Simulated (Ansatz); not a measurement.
# Cu(111) film, 5 layers, adrow: surface scattering

Wanted: the relaxed structure and the transmission of Cu(111) film, 5 layers, adrow.

Program: Ansatz 0.2.0. Level of theory: Ansatz plane-wave DFT, PBE, PAW files; relaxation of the atoms about the surface defect; PAW set soft_1, in the first sound run; inputs show where later runs differ. Results are calculated unless marked as measured.

## Step 1: The starting structure

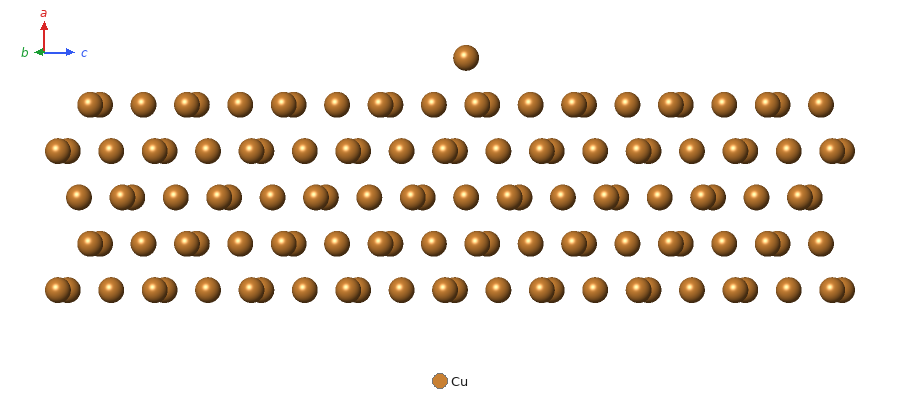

The cell as given, from the side, with the c axis across the page (copper orange). Some periodic images of atoms are drawn too.

The cell holds 81 atoms: 81 Cu. Cell: a = 21.435 Å, b = 2.556 Å, c = 35.419 Å, α = 90.0°, β = 90.0°, γ = 90.0°. It derives from Cu. Vacuum lies along a. The structure's axis is c.

## Step 2: Relaxing about the defect

The neighbours of the defect are let go while the lead's layers stay on their sites, since a lead must repeat to 0.01 Å.

input.yaml

```yaml
crystal:
  lattice:
    - [21.4354906455, 0.0, 0.0]
    - [0.0, 2.5561627297, 0.0]
    - [0.0, 0.0, 35.4192297623]
  atoms:
    - { symbol: Cu, position: [0.2099322136, 0.0, 0.0] }
    - { symbol: Cu, position: [0.2099322136, 0.5, 0.0625] }
    - { symbol: Cu, position: [0.3072986869, 0.0, 0.0416666667] }
    - { symbol: Cu, position: [0.3072986869, 0.5, 0.1041666667] }
    - { symbol: Cu, position: [0.4046651603, 0.0, 0.0833333333] }
    - { symbol: Cu, position: [0.4046651603, 0.5, 0.0208333333] }
    - { symbol: Cu, position: [0.5020316337, 0.0, 0.0] }
    - { symbol: Cu, position: [0.5020316337, 0.5, 0.0625] }
    - { symbol: Cu, position: [0.599398107, 0.0, 0.0416666667] }
    - { symbol: Cu, position: [0.599398107, 0.5, 0.1041666667] }
    - { symbol: Cu, position: [0.2099322136, 0.0, 0.125] }
    - { symbol: Cu, position: [0.2099322136, 0.5, 0.1875] }
    - { symbol: Cu, position: [0.3072986869, 0.0, 0.1666666667] }
    - { symbol: Cu, position: [0.3072986869, 0.5, 0.2291666667] }
    - { symbol: Cu, position: [0.4046651603, 0.0, 0.2083333333] }
    - { symbol: Cu, position: [0.4046651603, 0.5, 0.1458333333] }
    - { symbol: Cu, position: [0.5020316337, 0.0, 0.125] }
    - { symbol: Cu, position: [0.5020316337, 0.5, 0.1875] }
    - { symbol: Cu, position: [0.599398107, 0.0, 0.1666666667] }
    - { symbol: Cu, position: [0.599398107, 0.5, 0.2291666667] }
    - { symbol: Cu, position: [0.2099322136, 0.0, 0.25] }
    - { symbol: Cu, position: [0.2099322136, 0.5, 0.3125] }
    - { symbol: Cu, position: [0.3072986869, 0.0, 0.2916666667] }
    - { symbol: Cu, position: [0.3072986869, 0.5, 0.3541666667] }
    - { symbol: Cu, position: [0.4046651603, 0.0, 0.3333333333] }
    - { symbol: Cu, position: [0.4046651603, 0.5, 0.2708333333] }
    - { symbol: Cu, position: [0.5020316337, 0.0, 0.25] }
    - { symbol: Cu, position: [0.5020316337, 0.5, 0.3125] }
    - { symbol: Cu, position: [0.599398107, 0.0, 0.2916666667] }
    - { symbol: Cu, position: [0.599398107, 0.5, 0.3541666667] }
    - { symbol: Cu, position: [0.2099322136, 0.0, 0.375] }
    - { symbol: Cu, position: [0.2099322136, 0.5, 0.4375] }
    - { symbol: Cu, position: [0.3072986869, 0.0, 0.4166666667] }
    - { symbol: Cu, position: [0.3072986869, 0.5, 0.4791666667] }
    - { symbol: Cu, position: [0.4046651603, 0.0, 0.4583333333] }
    - { symbol: Cu, position: [0.4046651603, 0.5, 0.3958333333] }
    - { symbol: Cu, position: [0.5020316337, 0.0, 0.375] }
    - { symbol: Cu, position: [0.5020316337, 0.5, 0.4375] }
    - { symbol: Cu, position: [0.599398107, 0.0, 0.4166666667] }
    - { symbol: Cu, position: [0.599398107, 0.5, 0.4791666667] }
    - { symbol: Cu, position: [0.2099322136, 0.0, 0.5] }
    - { symbol: Cu, position: [0.2099322136, 0.5, 0.5625] }
    - { symbol: Cu, position: [0.3072986869, 0.0, 0.5416666667] }
    - { symbol: Cu, position: [0.3072986869, 0.5, 0.6041666667] }
    - { symbol: Cu, position: [0.4046651603, 0.0, 0.5833333333] }
    - { symbol: Cu, position: [0.4046651603, 0.5, 0.5208333333] }
    - { symbol: Cu, position: [0.5020316337, 0.0, 0.5] }
    - { symbol: Cu, position: [0.5020316337, 0.5, 0.5625] }
    - { symbol: Cu, position: [0.599398107, 0.0, 0.5416666667] }
    - { symbol: Cu, position: [0.599398107, 0.5, 0.6041666667] }
    - { symbol: Cu, position: [0.2099322136, 0.0, 0.625] }
    - { symbol: Cu, position: [0.2099322136, 0.5, 0.6875] }
    - { symbol: Cu, position: [0.3072986869, 0.0, 0.6666666667] }
    - { symbol: Cu, position: [0.3072986869, 0.5, 0.7291666667] }
    - { symbol: Cu, position: [0.4046651603, 0.0, 0.7083333333] }
    - { symbol: Cu, position: [0.4046651603, 0.5, 0.6458333333] }
    - { symbol: Cu, position: [0.5020316337, 0.0, 0.625] }
    - { symbol: Cu, position: [0.5020316337, 0.5, 0.6875] }
    - { symbol: Cu, position: [0.599398107, 0.0, 0.6666666667] }
    - { symbol: Cu, position: [0.599398107, 0.5, 0.7291666667] }
    - { symbol: Cu, position: [0.2099322136, 0.0, 0.75] }
    - { symbol: Cu, position: [0.2099322136, 0.5, 0.8125] }
    - { symbol: Cu, position: [0.3072986869, 0.0, 0.7916666667] }
    - { symbol: Cu, position: [0.3072986869, 0.5, 0.8541666667] }
    - { symbol: Cu, position: [0.4046651603, 0.0, 0.8333333333] }
    - { symbol: Cu, position: [0.4046651603, 0.5, 0.7708333333] }
    - { symbol: Cu, position: [0.5020316337, 0.0, 0.75] }
    - { symbol: Cu, position: [0.5020316337, 0.5, 0.8125] }
    - { symbol: Cu, position: [0.599398107, 0.0, 0.7916666667] }
    - { symbol: Cu, position: [0.599398107, 0.5, 0.8541666667] }
    - { symbol: Cu, position: [0.2099322136, 0.0, 0.875] }
    - { symbol: Cu, position: [0.2099322136, 0.5, 0.9375] }
    - { symbol: Cu, position: [0.3072986869, 0.0, 0.9166666667] }
    - { symbol: Cu, position: [0.3072986869, 0.5, 0.9791666667] }
    - { symbol: Cu, position: [0.4046651603, 0.0, 0.9583333333] }
    - { symbol: Cu, position: [0.4046651603, 0.5, 0.8958333333] }
    - { symbol: Cu, position: [0.5020316337, 0.0, 0.875] }
    - { symbol: Cu, position: [0.5020316337, 0.5, 0.9375] }
    - { symbol: Cu, position: [0.599398107, 0.0, 0.9166666667] }
    - { symbol: Cu, position: [0.599398107, 0.5, 0.9791666667] }
    - { symbol: Cu, position: [0.6980142798, 0.5, 0.5208333333] }
kpoints:
  mp_grid: { grid: [1, 9, 1] }
hamiltonian:
  xc: pbe
  pseudopotentials: { kind: paw, azcp: { folder: soft_1 } }
scf:
  occupations: { method: fermi_dirac, width: 0.1 }
relax:
  f_tol: 0.03
  max_steps: 40
  constraints:
    - { sites: [0, 1, 2, 3, 4, 5, 6, 7, 8, 9, 10, 11, 12, 13, 14, 15, 16, 17, 18, 19, 20, 21, 22, 23, 24, 25, 26, 27, 28, 30, 31, 32, 33, 34, 35, 40, 41, 42, 43, 44, 45, 50, 51, 52, 53, 54, 55, 57, 58, 59, 60, 61, 62, 63, 64, 65, 66, 67, 68, 69, 70, 71, 72, 73, 74, 75, 76, 77, 78, 79] }
```

Command:

```
ansatz run input.yaml --threads 8 --pin off --max-ram 15360MiB --backend cpu --events-out ev --progress --plain --runs-dir out
```

Numbers of over 12 decimals in the logs are rounded to 6 here.

The program printed:

```text
Engine: ansatz 0.2.0, x86_64-unknown-linux-gnu
Pseudopotentials: kind: paw
Pseudopotential: Cu, paw, valence charge 19, recommended cutoff 420 eV (normal), soft_1/Cu.paw.azcp
Functional definition: PBE
  parameter kappa = 0.804
  parameter beta = 0.066725
  exchange = pbe_x(kappa = kappa, mu = beta*pi^2/3)
  correlation = pbe_c(beta = beta)
Crystal: 81 atoms, lattice volume = 1940.712 Å³
Basis set: ecut = 420 eV, 38121 PW (Γ), exchange–correlation on 288×36×480 points (8 copies of the dense FFT grid, shifted against one another)
Bands: 924, of which v1, the nominal top of the filled ones, is band 770 counted from 1 (769 counted from 0)
Symmetry: 2 space group operations
Space group: Pm (ITA 6), of the structure as read, at distance tolerance 1.2e-4 Å
k-points: 5 of 9
Non-local potential: Cu, projectors of the file, l = 0: 3, l = 1: 2, l = 2: 3, l = 3: 1
PAW form: soft (Blöchl's): semilocal exchange-correlation on the pseudo side does not see the compensation charge
PAW one-centre angular grid: Cu, 590 points (default); XC on 64 Gauss nodes
Initial density: superposition of atomic densities (neutral atoms: chi_scale 0, normalization atom)
Initial wavefunctions: pseudopotential atomic-orbital guess
Functional: x = pbe(κ = 0.804, μ = 0.219515), c = pbe(β = 0.066725)
SCF iter   1: F=—  HF=-536692.659472 eV  |F-HF|=—  |Δ(HF+E_count)|=         —  Δρ=1.82e-1  dr2=3.88e2  ethr=3.10e-3  ⟨swp⟩=6.0  Hψ=17645  notcnv=0  defer=227
preconditioner: auto → LDOS  [metal: Δε(μ)=0.076 eV  Ē_g=7.810 eV  σ=0.100 eV  W_gap=0.19  n_scr=514 (ndim 8)  ℏωp=25.2 eV  f_vac=0.471  D(μ)=42.94/eV (n_scr^D=242)  β→1.0]
SCF iter   2: F=—  HF=-537131.668554 eV  |F-HF|=—  |Δ(HF+E_count)|=    4.39e2  Δρ=3.75e-1  dr2=1.51e3  ethr=3.10e-3  ⟨swp⟩=4.0  Hψ=14900  notcnv=0  defer=538  recentre
SCF iter   3: F=—  HF=-536629.936368 eV  |F-HF|=—  |Δ(HF+E_count)|=    5.02e2  Δρ=4.96e-2  dr2=3.37e1  ethr=3.10e-3  ⟨swp⟩=4.0  Hψ=11966  notcnv=0  defer=565
SCF iter   4: F=—  HF=-536625.788787 eV  |F-HF|=—  |Δ(HF+E_count)|=    4.15e0  Δρ=2.23e-2  dr2=5.67e0  ethr=2.19e-3  ⟨swp⟩=2.2  Hψ=7640  notcnv=0  defer=554
SCF iter   5: F=—  HF=-536624.671086 eV  |F-HF|=—  |Δ(HF+E_count)|=    1.12e0  Δρ=6.97e-3  dr2=9.64e-1  ethr=3.69e-4  ⟨swp⟩=2.0  Hψ=7635  notcnv=0  defer=557
SCF iter   6: F=—  HF=-536624.698247 eV  |F-HF|=—  |Δ(HF+E_count)|=   2.72e-2  Δρ=2.43e-3  dr2=1.33e-1  ethr=6.26e-5  ⟨swp⟩=2.0  Hψ=6277  notcnv=0  defer=557
SCF iter   7: F=—  HF=-536624.710583 eV  |F-HF|=—  |Δ(HF+E_count)|=   1.23e-2  Δρ=7.84e-4  dr2=1.34e-2  ethr=8.63e-6  ⟨swp⟩=2.0  Hψ=6297  notcnv=0  defer=557
SCF iter   8: F=—  HF=-536624.722408 eV  |F-HF|=—  |Δ(HF+E_count)|=   1.18e-2  Δρ=4.56e-4  dr2=3.44e-3  ethr=8.70e-7  ⟨swp⟩=2.4  Hψ=6614  notcnv=0  defer=557
SCF iter   9: F=—  HF=-536624.722637 eV  |F-HF|=—  |Δ(HF+E_count)|=   2.30e-4  Δρ=2.40e-4  dr2=1.51e-3  ethr=2.23e-7  ⟨swp⟩=2.0  Hψ=6436  notcnv=0  defer=557
SCF iter  10: F=—  HF=-536624.722678 eV  |F-HF|=—  |Δ(HF+E_count)|=   4.09e-5  Δρ=7.79e-5  dr2=1.54e-4  ethr=9.84e-8  ⟨swp⟩=2.0  Hψ=5843  notcnv=0  defer=557
SCF iter  11: F=-536624.722698 eV  HF=-536624.722671 eV  |F-HF|=2.65e-5  |Δ(HF+E_count)|=   7.30e-6  Δρ=2.48e-5  dr2=8.48e-6  ethr=1.46e-9  ⟨swp⟩=3.0  Hψ=16937  notcnv=0
SCF 1 converged in 11 iterations: F = -536624.722698 eV  dr2 = 8.48e-6
  greatest PAW one-centre occupation: 1.000 electrons in one spin orbital (limit 2), on the Cu atom at site 80 (counted from 0), in its partial waves of l = 0
relax step   1: F+E_penalty+E_count = -536624.72269755 eV  Δ(F+E_penalty+E_count) = +0.000e0 eV  max|allowed force component| = 7.515e-1 eV/Å  Δτ_max = 0.0000 Å  (11 SCF iters, dr2 threshold 2.25e-5 eV, accepted)
Initial density: handed on by an earlier stage of this run
Initial wavefunctions: those handed on with the density
iter 1 solved again at ethr=3.37e-6 eV; its pass at ethr=3.10e-3 eV (dr2=5.18e-2 eV) is discarded
SCF iter   1: F=—  HF=-536624.784358 eV  |F-HF|=—  |Δ(HF+E_count)|=         —  Δρ=1.74e-3  dr2=4.42e-2  ethr=3.37e-6  ⟨swp⟩=2.8  Hψ=14729  notcnv=0  defer=554
preconditioner: auto → LDOS  [metal: Δε(μ)=0.009 eV  Ē_g=8.627 eV  σ=0.100 eV  W_gap=0.02  n_scr=514 (ndim 8)  ℏωp=25.2 eV  f_vac=0.472  D(μ)=30.30/eV (n_scr^D=168)  β→1.0]
SCF iter   2: F=—  HF=-536624.791042 eV  |F-HF|=—  |Δ(HF+E_count)|=   6.68e-3  Δρ=2.52e-3  dr2=6.81e-2  ethr=2.87e-6  ⟨swp⟩=3.0  Hψ=8647  notcnv=0  defer=554
SCF iter   3: F=—  HF=-536624.777869 eV  |F-HF|=—  |Δ(HF+E_count)|=   1.32e-2  Δρ=4.21e-4  dr2=3.48e-3  ethr=2.87e-6  ⟨swp⟩=2.4  Hψ=8136  notcnv=0  defer=554
SCF iter   4: F=—  HF=-536624.779271 eV  |F-HF|=—  |Δ(HF+E_count)|=   1.40e-3  Δρ=1.77e-4  dr2=4.35e-4  ethr=2.26e-7  ⟨swp⟩=3.0  Hψ=8404  notcnv=0  defer=554
SCF iter   5: F=—  HF=-536624.779372 eV  |F-HF|=—  |Δ(HF+E_count)|=   1.01e-4  Δρ=2.06e-4  dr2=4.82e-4  ethr=2.83e-8  ⟨swp⟩=3.0  Hψ=9212  notcnv=0  defer=554
SCF iter   6: F=-536624.779328 eV  HF=-536624.779308 eV  |F-HF|=2.03e-5  |Δ(HF+E_count)|=   6.42e-5  Δρ=2.15e-5  dr2=5.88e-6  ethr=2.29e-9  ⟨swp⟩=3.0  Hψ=18302  notcnv=0
SCF 2 converged in 6 iterations: F = -536624.779328 eV  dr2 = 5.88e-6
relax step   2: F+E_penalty+E_count = -536624.77932820 eV  Δ(F+E_penalty+E_count) = -5.663e-2 eV  max|allowed force component| = 4.401e-1 eV/Å  Δτ_max = 0.0855 Å  (6 SCF iters, dr2 threshold 3.53e-5 eV, accepted)
SCF iter   1: F=—  HF=-536624.819433 eV  |F-HF|=—  |Δ(HF+E_count)|=         —  Δρ=3.80e-3  dr2=1.86e-1  ethr=1.64e-4  ⟨swp⟩=6.4  Hψ=12149  notcnv=0  defer=554
preconditioner: auto → LDOS  [metal: Δε(μ)=0.007 eV  Ē_g=8.620 eV  σ=0.100 eV  W_gap=0.02  n_scr=514 (ndim 8)  ℏωp=25.2 eV  f_vac=0.472  D(μ)=30.45/eV (n_scr^D=168)  β→1.0]
SCF iter   2: F=—  HF=-536624.802264 eV  |F-HF|=—  |Δ(HF+E_count)|=   1.72e-2  Δρ=3.59e-3  dr2=1.46e-1  ethr=1.21e-5  ⟨swp⟩=3.0  Hψ=10083  notcnv=0  defer=555
SCF iter   3: F=—  HF=-536624.791266 eV  |F-HF|=—  |Δ(HF+E_count)|=   1.10e-2  Δρ=3.00e-3  dr2=1.07e-1  ethr=9.51e-6  ⟨swp⟩=3.0  Hψ=8974  notcnv=0  defer=555
SCF iter   4: F=—  HF=-536624.775284 eV  |F-HF|=—  |Δ(HF+E_count)|=   1.60e-2  Δρ=1.25e-3  dr2=1.82e-2  ethr=6.98e-6  ⟨swp⟩=2.0  Hψ=8212  notcnv=0  defer=555
SCF iter   5: F=—  HF=-536624.772135 eV  |F-HF|=—  |Δ(HF+E_count)|=   3.15e-3  Δρ=3.59e-4  dr2=1.39e-3  ethr=1.18e-6  ⟨swp⟩=2.8  Hψ=7885  notcnv=0  defer=555
SCF iter   6: F=—  HF=-536624.773445 eV  |F-HF|=—  |Δ(HF+E_count)|=   1.31e-3  Δρ=3.77e-5  dr2=9.04e-5  ethr=9.05e-8  ⟨swp⟩=3.0  Hψ=8933  notcnv=0  defer=555
SCF iter   7: F=—  HF=-536624.773521 eV  |F-HF|=—  |Δ(HF+E_count)|=   7.66e-5  Δρ=6.73e-5  dr2=8.01e-5  ethr=5.88e-9  ⟨swp⟩=2.8  Hψ=8983  notcnv=0  defer=555
[...]
SCF iter   4: F=—  HF=-536624.805456 eV  |F-HF|=—  |Δ(HF+E_count)|=   1.20e-7  Δρ=2.88e-6  dr2=1.06e-7  ethr=5.33e-11  ⟨swp⟩=2.0  Hψ=7701  notcnv=0  defer=552
SCF iter   5: F=-536624.805456 eV  HF=-536624.805456 eV  |F-HF|=4.66e-9  |Δ(HF+E_count)|=   1.69e-8  Δρ=7.65e-7  dr2=7.78e-9  ethr=6.50e-12  ⟨swp⟩=3.8  Hψ=12345  notcnv=0
SCF 6 converged in 5 iterations: F = -536624.805456 eV  dr2 = 7.78e-9
relax step   6: F+E_penalty+E_count = -536624.80545589 eV  Δ(F+E_penalty+E_count) = -8.758e-7 eV  max|allowed force component| = 7.266e-3 eV/Å  Δτ_max = 0.0000 Å  (5 SCF iters, accepted)
SCF converged after 5 iterations
Free energy (F): -536624.805456 eV
Harris-Foulkes:  -536624.805456 eV  (|F-HF|=4.66e-9)
Internal energy: -536623.850072 eV  (E = F + TS)
E sigma→0 (E₀):  -536624.327764 eV
Entropy (-TS):   -0.955384 eV (-11.795 meV/atom)
Fermi energy:    5.690127 eV
--- Per-component energies (eV) ---
  E_band       = -45941.219208
  E_kinetic    = 21174.290584
  E_local      = -2590155.235806  (includes V_loc(G=0)·N_el)
  E_nonlocal   = 72189.573830
  E_hartree    = 1259117.242549
  E_xc         = -5548.170436
  E_vxc        = -7160.408341  (∫ρ·V_xc dr)
  E_paw        = -147105.298809  (= ΣΔE_a)
  E_vpaw       = -60223.961135  (= ΣTr[D̂ρ^β])
  E_aug_tail   = 0.079540  (compensation charges beyond the density's cutoff)
  E_ewald      = 853703.668475
  E_smearing   = -0.955384  (= −TS)
  E_closure    = 0.000000  (closes the sum)
  Σ components = -536624.805456   (vs F -536624.805456, Δ=0.00e0)
--- Forces (eV/Å), atoms counted from 1 ---
  atom   1  Cu     0.01768297     0.00000000     0.00089116
  atom   2  Cu     0.01912996     0.00000000    -0.00084796
  atom   3  Cu    -0.05333396     0.00000000    -0.00464967
  atom   4  Cu    -0.05338902     0.00000000    -0.00551323
  atom   5  Cu    -0.00016694     0.00000000    -0.00087919
  atom   6  Cu    -0.00220996     0.00000000     0.00044186
  atom   7  Cu     0.05451592     0.00000000     0.00639117
  atom   8  Cu     0.05396129     0.00000000     0.00592527
  atom   9  Cu    -0.02012210     0.00000000    -0.00170097
  atom  10  Cu    -0.02008243     0.00000000    -0.00107992
  atom  11  Cu     0.01909783     0.00000000     0.00157484
  atom  12  Cu     0.02202577     0.00000000    -0.00315620
  atom  13  Cu    -0.05290211     0.00000000    -0.00747806
  atom  14  Cu    -0.05351867     0.00000000    -0.00472746
  atom  15  Cu    -0.00006713     0.00000000    -0.00067048
  atom  16  Cu    -0.00010305     0.00000000     0.00024898
  atom  17  Cu     0.05526886     0.00000000     0.00722509
  atom  18  Cu     0.05388106     0.00000000     0.00606300
  atom  19  Cu    -0.02042735     0.00000000    -0.00123671
  atom  20  Cu    -0.01820636     0.00000000     0.00112590
  atom  21  Cu     0.02000419     0.00000000     0.00320223
  atom  22  Cu     0.01923986     0.00000000     0.00690000
  atom  23  Cu    -0.05479520     0.00000000    -0.00589948
  atom  24  Cu    -0.04671352     0.00000000    -0.00790699
  atom  25  Cu     0.00608445     0.00000000     0.00321458
  atom  26  Cu     0.00022477     0.00000000     0.00200090
  atom  27  Cu     0.05230938     0.00000000     0.00597372
  atom  28  Cu     0.03214253     0.00000000    -0.00266608
  atom  29  Cu    -0.01587872     0.00000000    -0.03870822
  atom  30  Cu    -0.00051422     0.00000000    -0.00001616
  atom  31  Cu     0.01967373     0.00000000    -0.00229310
  atom  32  Cu     0.02119075     0.00000000     0.00301380
  atom  33  Cu    -0.05801290     0.00000000    -0.00466713
  atom  34  Cu    -0.05867627     0.00000000     0.00203844
  atom  35  Cu     0.04535353     0.00000000     0.00800107
  atom  36  Cu     0.05678253     0.00000000     0.02844503
  atom  37  Cu    -0.00006089     0.00000000    -0.00027609
  atom  38  Cu     0.00067070     0.00000000    -0.00029644
  atom  39  Cu     0.00071936     0.00000000    -0.00243499
  atom  40  Cu    -0.00104942     0.00000000    -0.00163496
[...]
atom  70  Cu    -0.01958996     0.00000000    -0.00204188
  atom  71  Cu     0.01932806     0.00000000     0.00242479
  atom  72  Cu     0.01962121     0.00000000     0.00075026
  atom  73  Cu    -0.05300088     0.00000000    -0.00705318
  atom  74  Cu    -0.05322792     0.00000000    -0.00684164
  atom  75  Cu    -0.00085251     0.00000000    -0.00018291
  atom  76  Cu    -0.00074437     0.00000000    -0.00016115
  atom  77  Cu     0.05482477     0.00000000     0.00531935
  atom  78  Cu     0.05468092     0.00000000     0.00617041
  atom  79  Cu    -0.02092239     0.00000000     0.00079790
  atom  80  Cu    -0.01971655     0.00000000     0.00031026
  atom  81  Cu     0.00523219     0.00000000     0.00221381
  max |Σ_I F_I| component: 3.09e-5 eV/Å
--- Relaxed structure (6 steps of the walk, 5 accepted, 0 SCFs on fresh bases) ---
  F+E_penalty+E_count = -536624.80545589 eV   max|allowed force component| = 7.266e-3 eV/Å
  atoms:
    - { symbol: Cu, position: [0.209932, 0.0, 0.0] }
    - { symbol: Cu, position: [0.209932, 0.5, 0.0625] }
    - { symbol: Cu, position: [0.307299, 0.0, 0.041667] }
    - { symbol: Cu, position: [0.307299, 0.5, 0.104167] }
    - { symbol: Cu, position: [0.404665, 0.0, 0.083333] }
    - { symbol: Cu, position: [0.404665, 0.5, 0.020833] }
    - { symbol: Cu, position: [0.5020316337, 0.0, 0.0] }
    - { symbol: Cu, position: [0.5020316337, 0.5, 0.0625] }
    - { symbol: Cu, position: [0.599398107, 0.0, 0.041667] }
    - { symbol: Cu, position: [0.599398107, 0.5, 0.104167] }
    - { symbol: Cu, position: [0.209932, 0.0, 0.125] }
    - { symbol: Cu, position: [0.209932, 0.5, 0.1875] }
    - { symbol: Cu, position: [0.307299, 0.0, 0.166667] }
    - { symbol: Cu, position: [0.307299, 0.5, 0.229167] }
    - { symbol: Cu, position: [0.404665, 0.0, 0.208333] }
    - { symbol: Cu, position: [0.404665, 0.5, 0.145833] }
    - { symbol: Cu, position: [0.5020316337, 0.0, 0.125] }
    - { symbol: Cu, position: [0.5020316337, 0.5, 0.1875] }
    - { symbol: Cu, position: [0.599398107, 0.0, 0.166667] }
    - { symbol: Cu, position: [0.599398107, 0.5, 0.229167] }
    - { symbol: Cu, position: [0.209932, 0.0, 0.25] }
    - { symbol: Cu, position: [0.209932, 0.5, 0.312500] }
    - { symbol: Cu, position: [0.307299, 0.0, 0.291667] }
    - { symbol: Cu, position: [0.307299, 0.5, 0.354167] }
    - { symbol: Cu, position: [0.404665, 0.0, 0.3333333333] }
    - { symbol: Cu, position: [0.404665, 0.5, 0.270833] }
    - { symbol: Cu, position: [0.5020316337, 0.0, 0.25] }
    - { symbol: Cu, position: [0.5020316337, 0.5, 0.312500] }
    - { symbol: Cu, position: [0.599398107, 0.0, 0.291667] }
    - { symbol: Cu, position: [0.599303, 0.5, 0.353806] }
    - { symbol: Cu, position: [0.209932, 0.0, 0.375] }
    - { symbol: Cu, position: [0.209932, 0.5, 0.437500] }
    - { symbol: Cu, position: [0.307299, 0.0, 0.416667] }
    - { symbol: Cu, position: [0.307299, 0.5, 0.479167] }
    - { symbol: Cu, position: [0.404665, 0.0, 0.458333] }
    - { symbol: Cu, position: [0.404665, 0.5, 0.395833] }
    - { symbol: Cu, position: [0.502236, 0.0, 0.375056] }
    - { symbol: Cu, position: [0.502929, 0.5, 0.437858] }
    - { symbol: Cu, position: [0.599393, 0.0, 0.415923] }
    - { symbol: Cu, position: [0.601160, 0.5, 0.478157] }
[...]
- { symbol: Cu, position: [0.599398107, 0.5, 0.854167] }
    - { symbol: Cu, position: [0.209932, 0.0, 0.875000] }
    - { symbol: Cu, position: [0.209932, 0.5, 0.937500] }
    - { symbol: Cu, position: [0.307299, 0.0, 0.9166666667] }
    - { symbol: Cu, position: [0.307299, 0.5, 0.9791666667] }
    - { symbol: Cu, position: [0.404665, 0.0, 0.958333] }
    - { symbol: Cu, position: [0.404665, 0.5, 0.895833] }
    - { symbol: Cu, position: [0.5020316337, 0.0, 0.875000] }
    - { symbol: Cu, position: [0.5020316337, 0.5, 0.937500] }
    - { symbol: Cu, position: [0.599398107, 0.0, 0.9166666667] }
    - { symbol: Cu, position: [0.599398107, 0.5, 0.9791666667] }
    - { symbol: Cu, position: [0.689752, 0.5, 0.521243] }
```

It took 31 min on 8 threads of Intel Xeon at 2.70GHz, shared host; peak memory 9.6 GiB; 3.6 h of CPU time.

(Part 1 of 2 ends here.)

[Logs are printed without paths, hosts, clocks, repeated set-up lines and the standing remarks that a program may print on its own settings, such as how far it seeks lower states.]

[Hosts, paths, dates, database ids (printed as entryN), source tags and the programs' standing remarks are cut or masked in the printed files.]
